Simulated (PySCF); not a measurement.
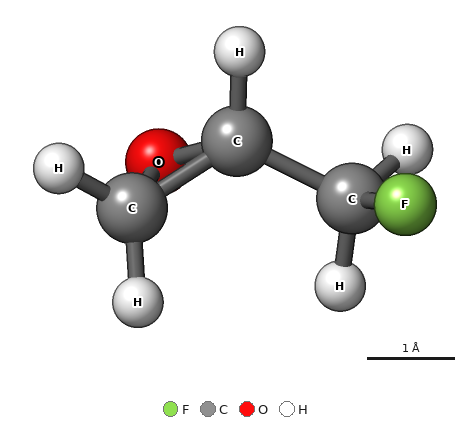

The structure as given in the input (ball-and-stick view, seen at a tilt).

**Run report: C3H5FO, NMR shielding calculation**

System: C3H5FO (epifluorohydrin).
Method: GIAO KT3/pcSseg-2 NMR shielding, non-relativistic, gas phase (PySCF 2.14.0).

The geometry comes from this level: PBE0-D3(BJ)/def2-SVP. Figures and captions count atoms from 1; the log counts them from 0 in places.

### What the program printed
```
coarse grid: 8536 points
cycle   1  E = -296.3889343815  dE =  6.289e-01  |g| = 8.402e-01  |ddm| = 2.066e+00
cycle   2  E = -295.9560030736  dE =  4.329e-01  |g| = 1.731e+00  |ddm| = 2.362e+00
cycle   3  E = -296.5023719463  dE = -5.464e-01  |g| = 1.923e-01  |ddm| = 1.894e+00
cycle   4  E = -296.5080282736  dE = -5.656e-03  |g| = 1.099e-01  |ddm| = 2.204e-01
cycle   5  E = -296.5099856376  dE = -1.957e-03  |g| = 2.704e-02  |ddm| = 9.207e-02
cycle   6  E = -296.5101093128  dE = -1.237e-04  |g| = 9.222e-03  |ddm| = 2.329e-02
cycle   7  E = -296.5101275722  dE = -1.826e-05  |g| = 1.142e-03  |ddm| = 6.990e-03
cycle   8  E = -296.5101277031  dE = -1.309e-07  |g| = 8.373e-04  |ddm| = 1.309e-03
final grid: 83296 points
cycle   9  E = -296.5175533552  dE = -3.867e-04  |g| = 2.162e-02  |ddm| = 1.390e-01
cycle  10  E = -296.5173193812  dE =  2.340e-04  |g| = 4.288e-02  |ddm| = 4.028e-02
cycle  11  E = -296.5176185222  dE = -2.991e-04  |g| = 3.809e-03  |ddm| = 3.034e-02
cycle  12  E = -296.5176209859  dE = -2.464e-06  |g| = 1.642e-03  |ddm| = 3.073e-03
cycle  13  E = -296.5176214105  dE = -4.246e-07  |g| = 2.634e-04  |ddm| = 1.074e-03
cycle  14  E = -296.5176214256  dE = -1.508e-08  |g| = 9.202e-05  |ddm| = 2.619e-04
cycle  15  E = -296.5176214276  dE = -1.934e-09  |g| = 1.878e-05  |ddm| = 1.031e-04
cycle  16  E = -296.5176214276  dE = -6.963e-11  |g| = 6.926e-06  |ddm| = 1.798e-05
```

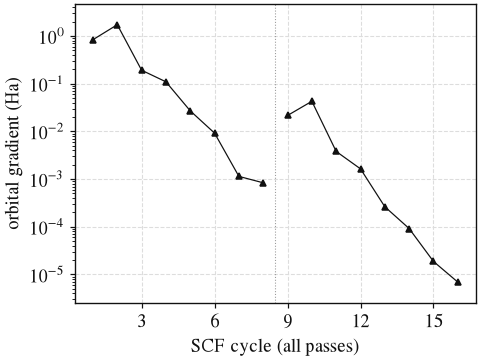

Convergence of the self-consistent field: orbital gradient against the SCF cycle. The dotted line marks the change from a coarse to the final integration grid. The first 8 cycles use a coarse grid, the final grid takes over at cycle 9, and the field converges after 16 cycles in all.

```
converged SCF energy = -296.5176214276

GIAO shielding tensors (ppm)
atom      isotropic    diamagn.    paramagn.     s11        s22        s33       span
  0 F      412.764     468.027     -55.263    390.129    406.992    441.172     51.043
  1 C       92.399     237.030    -144.631     57.944     74.611    144.642     86.697
  2 C      132.336     247.719    -115.383     80.138    141.196    175.675     95.537
  3 C      133.661     249.025    -115.364     91.118    139.582    170.284     79.165
  4 O      315.996     389.263     -73.267    167.595    373.885    406.507    238.912
  5 H       27.822      29.643      -1.821     24.269     28.922     30.276      6.007
  6 H       26.421      28.216      -1.795     22.417     27.528     29.319      6.902
  7 H       28.513      29.146      -0.632     23.128     26.915     35.497     12.369
  8 H       29.016      30.942      -1.925     24.223     27.291     35.535     11.313
  9 H       28.679      28.987      -0.307     23.758     26.080     36.200     12.442
```

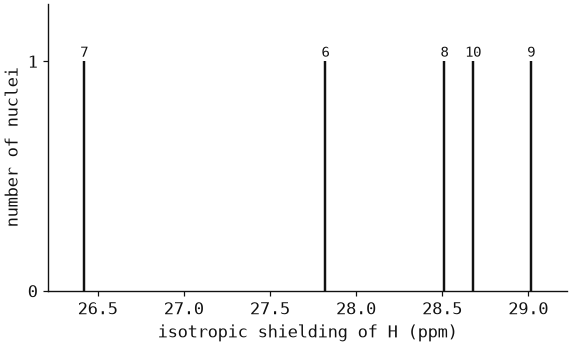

Isotropic shieldings of the hydrogen nuclei in this fixed geometry, labelled by atom number; shielding grows to the right, so chemical shift grows to the left. The least shielded is H7 (26.4 ppm), the most shielded H9 (29.0 ppm).

The run was set up as follows.

### Input
```
{"job": {"kind": "nmr", "xc": "KT3", "basis": "pcSseg-2", "pop": false}, "charge": 0, "multiplicity": 1}
F      1.949405     0.264475     0.844449
C      1.198935     0.148040    -0.295951
C     -0.233016     0.494569    -0.006776
C     -1.202770    -0.537145     0.357160
O     -1.168804     0.013361    -0.941998
H      1.257268    -0.885013    -0.678777
H      1.610797     0.826360    -1.063152
H     -0.403685     1.521929     0.346193
H     -0.872966    -1.580905     0.442285
H     -2.074523    -0.267250     0.966019
```

The first line tells a small driver script what to run in PySCF; the rest is the geometry in Å.

Command:
```bash
OMP_NUM_THREADS=1 python <driver script> task.json out
```

### Results in brief

```csv
quantity,value
outcome,converged
total energy,−296.517621 hartree
HOMO,−6.78 eV
LUMO,−0.14 eV
dipole moment,0.52 D
"isotropic shielding, F",412.8 ppm
"isotropic shielding, C",92.4 to 133.7 ppm
"isotropic shielding, O",316.0 ppm
"isotropic shielding, H",26.4 to 29.0 ppm
hardware,"1 CPU thread, shared host"
wall time,56 s
peak memory,0.74 GiB
```
